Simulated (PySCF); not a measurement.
# C2H5Cl2Ga (SMILES ClC(Cl)[CH2][GaH2]) at 6 levels

Aim: a comparison of 6 runs (HF/def2-SVP, B3LYP/6-31G*, PBE/6-31G**, PBE0/def2-SVP, MP2/6-31G**) of C2H5Cl2Ga. 

Program for the calculation: PySCF 2.14.0.

### Step 1. The molecule

C2H5Cl2Ga: 10 atoms, total charge 0, spin state singlet. As SMILES, `ClC(Cl)[CH2][GaH2]`. The shape comes from GFN2-xTB, which is rough for such elements, and wasn't checked as a minimum. This is one conformer, not always the lowest.

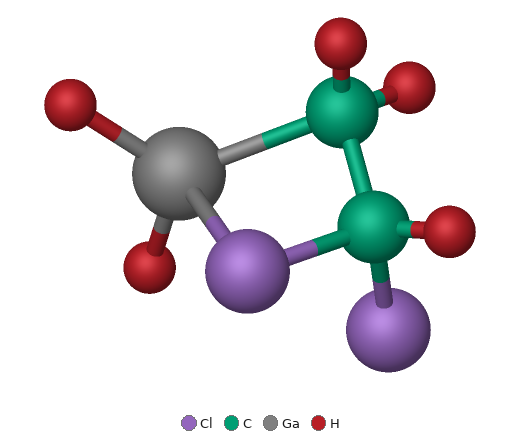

Viewed from a chosen angle; chlorine purple, carbon teal, gallium grey, hydrogen red.

### Step 2. Energy and gradient at HF/def2-SVP (run 1)

File input.py:

```python
# ClC(Cl)[CH2][GaH2]
import pyscf.grad
from pyscf import gto

mol = gto.M(
    atom='''
Cl  -1.284850  -0.490970   1.605200
C   -0.019710  -1.037620   0.513470
Cl   1.484580  -0.247410   1.086330
C   -0.303400  -0.444270  -0.843760
Ga   0.194300   1.429900  -0.161560
H    0.103840  -2.118850   0.608500
H    0.414670  -0.845950  -1.571690
H   -1.300950  -0.748770  -1.171130
H   -0.615290   2.294300   0.842230
H    1.326810   2.209630  -0.907600
''',
    basis='def2-svp',
    verbose=3,
    charge=0,
    max_memory=1860,
)

mf = mol.RHF()
mf.conv_tol = 1e-10
mf.kernel()
if not mf.converged:
    mf = mf.newton().run(mf.mo_coeff, mf.mo_occ)

e_final = mf.e_tot
print(f'total energy: {e_final:.8f} hartree')
grad = mf.Gradients().kernel()
mf.analyze()
```

Launch:

```bash
OMP_NUM_THREADS=1 python input.py
```

Output:

```text
converged SCF energy = -2920.24301686398
total energy: -2920.24301686 hartree
[... 19 lines left out ...]
MO #11  energy= -10.5749003803797  occ= 2
[... 10 lines left out ...]
MO #22  energy= -1.23967707638868  occ= 2
[... 10 lines left out ...]
MO #33  energy= -0.602453179542177 occ= 2
[... 10 lines left out ...]
MO #44  energy= 0.180882258740457  occ= 0
[... 10 lines left out ...]
MO #55  energy= 0.463465181704201  occ= 0
[... 10 lines left out ...]
MO #66  energy= 0.829277045094532  occ= 0
[... 10 lines left out ...]
MO #77  energy= 1.02761018795337   occ= 0
[... 10 lines left out ...]
MO #88  energy= 1.42651338290045   occ= 0
[... 10 lines left out ...]
MO #99  energy= 1.99092239793373   occ= 0
[... 10 lines left out ...]
MO #110 energy= 2.47485106290738   occ= 0
[... 10 lines left out ...]
MO #121 energy= 3.3255239744568    occ= 0
[... 11 lines left out ...]
Dipole moment(X, Y, Z, Debye): -0.06332, -2.88415, -0.45787
```

Wall time 24 s (1 thread of Intel Xeon at 2.70GHz, shared host); peak memory 0.33 GiB.

### Step 3. Energy and gradient at B3LYP/6-31G(d) (spherical functions) (run 2)

File start.xyz:

```xyz
10

Cl    -1.284850    -0.490970     1.605200
C     -0.019710    -1.037620     0.513470
Cl     1.484580    -0.247410     1.086330
C     -0.303400    -0.444270    -0.843760
Ga     0.194300     1.429900    -0.161560
H      0.103840    -2.118850     0.608500
H      0.414670    -0.845950    -1.571690
H     -1.300950    -0.748770    -1.171130
H     -0.615290     2.294300     0.842230
H      1.326810     2.209630    -0.907600
```

File input.py:

```python
import pyscf.grad
from pyscf import gto, dft

mol = gto.M(
    atom='start.xyz',
    verbose=4,
    spin=0,
    basis='6-31g*',
    max_memory=1860,
)

myscf = dft.RKS(mol)
myscf.xc = 'b3lyp'
myscf.conv_tol = 1e-10
myscf.grids.level = 5
myscf.kernel()
if not myscf.converged:
    myscf = myscf.newton().run(myscf.mo_coeff, myscf.mo_occ)

e_tot = myscf.e_tot
print('E = %.10f Eh' % e_tot)
grad = myscf.Gradients().kernel()
dip = myscf.dip_moment()
pop, q = myscf.mulliken_pop()
```

Launch:

```bash
OMP_NUM_THREADS=1 python input.py
```

Output:

```text
PySCF version 2.14.0

[... 78 lines left out ...]
converged SCF energy = -2924.18252671506
[... 13 lines left out ...]
Dipole moment(X, Y, Z, Debye):  0.06721, -2.65824, -0.42955
[... 78 lines left out ...]
pop of  4 Ga 4pz          0.46041
pop of  4 Ga 5px          0.06486
pop of  4 Ga 5py          0.02702
pop of  4 Ga 5pz          0.05169
pop of  4 Ga 3dxy         1.36158
pop of  4 Ga 3dyz         1.36072
pop of  4 Ga 3dz^2        1.35885
pop of  4 Ga 3dxz         1.35882
pop of  4 Ga 3dx2-y2      1.35970
pop of  4 Ga 4dxy         0.58491
pop of  4 Ga 4dyz         0.58527
pop of  4 Ga 4dz^2        0.58684
pop of  4 Ga 4dxz         0.58599
pop of  4 Ga 4dx2-y2      0.58590
pop of  4 Ga 5dxy         0.09541
pop of  4 Ga 5dyz         0.08916
pop of  4 Ga 5dz^2        0.06479
pop of  4 Ga 5dxz         0.08681
pop of  4 Ga 5dx2-y2      0.07719
pop of  5 H 1s            0.52490
pop of  5 H 2s            0.24056
pop of  6 H 1s            0.52102
pop of  6 H 2s            0.30606
pop of  7 H 1s            0.52041
pop of  7 H 2s            0.29995
pop of  8 H 1s            0.48628
pop of  8 H 2s            0.46661
pop of  9 H 1s            0.48860
pop of  9 H 2s            0.49108
 ** Mulliken atomic charges  **
charge of    0Cl =      0.04197
charge of    1C =     -0.33002
charge of    2Cl =      0.10983
charge of    3C =     -0.36097
charge of    4Ga =     -0.11533
charge of    5H =      0.23453
charge of    6H =      0.17292
charge of    7H =      0.17964
charge of    8H =      0.04712
charge of    9H =      0.02032
```

Wall time 80 s (1 thread of Intel Xeon at 2.70GHz, shared host); peak memory 1.1 GiB.

Run 3 isn't shown in full; the table further down has it.

### Step 4. Energy and gradient at PBE/6-31G(d,p) (spherical functions) (run 4)

File input.py:

```python
import pyscf.grad
from pyscf import gto, dft

system = gto.M(
    atom='''
Cl      -1.284850      -0.490970       1.605200
C       -0.019710      -1.037620       0.513470
Cl       1.484580      -0.247410       1.086330
C       -0.303400      -0.444270      -0.843760
Ga       0.194300       1.429900      -0.161560
H        0.103840      -2.118850       0.608500
H        0.414670      -0.845950      -1.571690
H       -1.300950      -0.748770      -1.171130
H       -0.615290       2.294300       0.842230
H        1.326810       2.209630      -0.907600
''',
    verbose=3,
    basis='6-31g**',
    charge=0,
    max_memory=1860,
)

mf = dft.RKS(system)
mf.xc = 'pbe'
mf.conv_tol = 1e-10
mf.grids.level = 5
mf.kernel()
if not mf.converged:
    mf = mf.newton().run(mf.mo_coeff, mf.mo_occ)

e_tot = mf.e_tot
print(f'total energy: {e_tot:.8f} hartree')
grad = mf.Gradients().kernel()
dip = mf.dip_moment()
pop, q = mf.mulliken_pop()
```

Launch:

```bash
OMP_NUM_THREADS=1 python input.py
```

Output:

```text
converged SCF energy = -2923.33461264069
total energy: -2923.33461264 hartree
[... 8 lines left out ...]
Dipole moment(X, Y, Z, Debye):  0.08045, -2.65194, -0.39722
[... 93 lines left out ...]
pop of  4 Ga 5dyz         0.09021
pop of  4 Ga 5dz^2        0.07106
pop of  4 Ga 5dxz         0.08785
pop of  4 Ga 5dx2-y2      0.08341
pop of  5 H 1s            0.52360
pop of  5 H 2s            0.25345
pop of  5 H 2px           0.00170
pop of  5 H 2py           0.00706
pop of  5 H 2pz           0.00203
pop of  6 H 1s            0.51768
pop of  6 H 2s            0.32032
pop of  6 H 2px           0.00412
pop of  6 H 2py           0.00373
pop of  6 H 2pz           0.00412
pop of  7 H 1s            0.51746
pop of  7 H 2s            0.31557
pop of  7 H 2px           0.00590
pop of  7 H 2py           0.00364
pop of  7 H 2pz           0.00266
pop of  8 H 1s            0.47872
pop of  8 H 2s            0.47004
pop of  8 H 2px           0.00160
pop of  8 H 2py           0.00172
pop of  8 H 2pz           0.00211
pop of  9 H 1s            0.48078
pop of  9 H 2s            0.49202
pop of  9 H 2px           0.00235
pop of  9 H 2py           0.00144
pop of  9 H 2pz           0.00128
 ** Mulliken atomic charges  **
charge of    0Cl =      0.06285
charge of    1C =     -0.35897
charge of    2Cl =      0.14316
charge of    3C =     -0.27468
charge of    4Ga =     -0.15726
charge of    5H =      0.21215
charge of    6H =      0.15004
charge of    7H =      0.15478
charge of    8H =      0.04582
charge of    9H =      0.02212
```

Wall time 92 s (1 thread of Intel Xeon at 2.70GHz, shared host); peak memory 1.3 GiB.

Run 5 isn't shown in full; the table further down has it.

### Step 5. Energy and forces at MP2/6-31G(d,p) (spherical functions) (run 6)

File calc.py:

```python
import pyscf.grad
from pyscf import gto, scf, mp

system = gto.Mole()
system.atom = '''
Cl    -2.428015    -0.927799     3.033388
C     -0.037247    -1.960818     0.970318
Cl     2.805450    -0.467537     2.052866
C     -0.573343    -0.839549    -1.594475
Ga     0.367174     2.702119    -0.305304
H      0.196229    -4.004046     1.149898
H      0.783613    -1.598614    -2.970064
H     -2.458439    -1.414970    -2.213115
H     -1.162730     4.335599     1.591584
H      2.507308     4.175596    -1.715115
'''
system.max_memory = 1860
system.unit = 'bohr'
system.basis = '6-31g**'
system.verbose = 4
system.build()

mf = scf.RHF(system)
mf.conv_tol = 1e-10
mf.kernel()
if not mf.converged:
    mf = mf.newton().run(mf.mo_coeff, mf.mo_occ)

pt = mp.MP2(mf, frozen=21).run()
energy = pt.e_tot
print('E = %.10f Eh' % energy)
grad = pt.Gradients().kernel()
mf.analyze()
```

Launch:

```bash
OMP_NUM_THREADS=1 python calc.py
```

Output:

```text
PySCF version 2.14.0

[... 90 lines left out ...]
DFT Exchange-Correlation Energy =     -140.875450992415608
[... 12 lines left out ...]
MO #11  energy= -10.5741458067172  occ= 2
[... 10 lines left out ...]
MO #22  energy= -1.24403198272187  occ= 2
[... 10 lines left out ...]
MO #33  energy= -0.601121051632207 occ= 2
[... 10 lines left out ...]
MO #44  energy= 0.157650758915016  occ= 0
[... 10 lines left out ...]
MO #55  energy= 0.406197123414958  occ= 0
[... 10 lines left out ...]
MO #66  energy= 0.738226974150968  occ= 0
[... 10 lines left out ...]
MO #77  energy= 1.12211411183187   occ= 0
[... 10 lines left out ...]
MO #88  energy= 1.45576144707752   occ= 0
[... 10 lines left out ...]
MO #99  energy= 2.3997581948627    occ= 0
[... 10 lines left out ...]
MO #110 energy= 2.90947588240519   occ= 0
[... 10 lines left out ...]
MO #121 energy= 3.81784872897159   occ= 0
[... 95 lines left out ...]
pop of  4 Ga 5dz^2        0.00060
pop of  4 Ga 5dxz         0.00144
pop of  4 Ga 5dx2-y2      0.00131
pop of  5 H 1s            0.84698
pop of  5 H 2s            0.01076
pop of  5 H 2px           0.00009
pop of  5 H 2py           0.00141
pop of  5 H 2pz           0.00012
pop of  6 H 1s            0.89166
pop of  6 H 2s            0.00636
pop of  6 H 2px           0.00039
pop of  6 H 2py           0.00020
pop of  6 H 2pz           0.00067
pop of  7 H 1s            0.88262
pop of  7 H 2s            0.00656
pop of  7 H 2px           0.00091
pop of  7 H 2py           0.00015
pop of  7 H 2pz           0.00021
pop of  8 H 1s            1.10841
pop of  8 H 2s            0.00059
pop of  8 H 2px           0.00056
pop of  8 H 2py           0.00070
pop of  8 H 2pz           0.00086
pop of  9 H 1s            1.13126
pop of  9 H 2s            0.00048
pop of  9 H 2px           0.00095
pop of  9 H 2py           0.00051
pop of  9 H 2pz           0.00042
 ** Mulliken atomic charges  **
charge of    0Cl =     -0.06694
charge of    1C =      0.02815
charge of    2Cl =      0.00584
charge of    3C =     -0.40867
charge of    4Ga =      0.33545
charge of    5H =      0.14064
charge of    6H =      0.10072
charge of    7H =      0.10955
charge of    8H =     -0.11111
charge of    9H =     -0.13362
Dipole moment(X, Y, Z, Debye): -0.00503, -2.65699, -0.63029
```

Wall time 82 s (1 thread of Intel Xeon at 2.70GHz, shared host); peak memory 1.9 GiB.

### Step 6. Overview of the runs

```
run                               level  integration grid  Cartesian functions   energy (Eh)  dipole moment (D) of the reference  HOMO energy (eV)  LUMO energy (eV)  wall time
  1                         HF/def2-SVP                 –                   no  -2920.243017                                2.92            -10.62              2.79       24 s
  2  B3LYP/6-31G* (spherical functions)                 5                   no  -2924.182527                                2.69             -7.38             -0.90       80 s
  3  B3LYP/6-31G* (Cartesian functions)                 5                  yes  -2924.194875                                2.70             -7.37             -0.91       84 s
  4   PBE/6-31G** (spherical functions)                 5                   no  -2923.334613                                2.68             -6.33             -1.73       92 s
  5                       PBE0/def2-SVP                 5                   no  -2923.190878                                2.74             -7.55             -0.39       60 s
  6   MP2/6-31G** (spherical functions)                 –                   no  -2921.317683                                2.73            -10.64              2.36       82 s
```

### Step 7. Outcome

| quantity | value |
| --- | --- |
| run 6: total energy | -2921.31768 Eh |
| run 6: dipole moment (Hartree–Fock density) | 2.73 D |
| run 6: HOMO energy (Hartree–Fock orbitals) | -10.64 eV |
| run 6: LUMO energy (Hartree–Fock orbitals) | 2.36 eV |
| run 6: HOMO–LUMO gap (Hartree–Fock orbitals) | 13.00 eV |
| run 6: correlation energy (21 core orbitals frozen) | -799.6 mEh |
| run 6: largest force on an atom | 1.908 eV/Å |

In words: Over runs 1, 2, 3, 4, 5 the dipole moment (its size) runs from 2.68 D (PBE/6-31G**) to 2.92 D (HF/def2-SVP). The two ends differ in method and basis. Over runs 1, 2, 3, 4, 5 the HOMO–LUMO gap runs from 4.60 eV (PBE/6-31G**) to 13.41 eV (HF/def2-SVP). Totals of different functionals can't be ranked against each other. All runs together took 7 min, the longest 92 s.
